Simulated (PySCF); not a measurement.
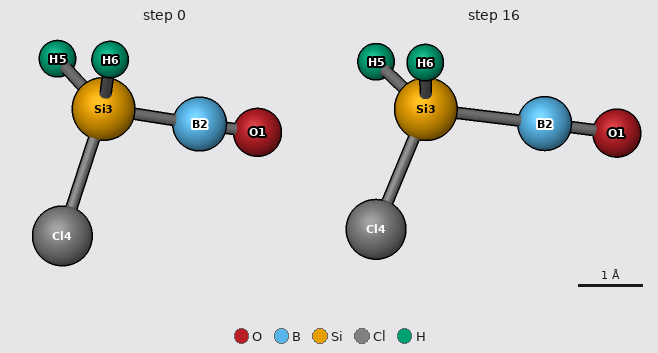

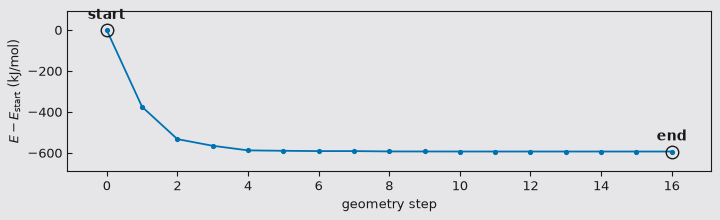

First and last geometry of a relaxation of BSiH2OCl, with the history of the run. Style: ball-and-stick. Shown at a tilt.

It is one of the separated reactants of a reaction.

The calculation used PySCF, RKS PBE-D4/def2-SVP, density fitting. 

Question: What do the curves and the structures tell?

Answer: It converged. The atom that moves furthest after the best rigid fit is O1 (0.51 Å). By element the largest moves are O 0.51 Å, Cl 0.28 Å, B 0.27 Å, H 0.23 Å, Si 0.11 Å. Some distances before and after: B2–Si3 1.622 → 1.997 Å, O1–B2 0.976 → 1.216 Å, Si3–H5 1.570 → 1.499 Å, Si3–Cl4 2.125 → 2.077 Å. Among the angles between lasting bonds that change: B2–Si3–Cl4 100.3° → 106.9°, Cl4–Si3–H5 114.0° → 110.1°, H5–Si3–H6 113.9° → 110.4°. The energy falls by 593.1 kJ/mol in 16 geometry steps. The run took 78 s on 2 threads of Oxide Virtual Turin-like (shared host).
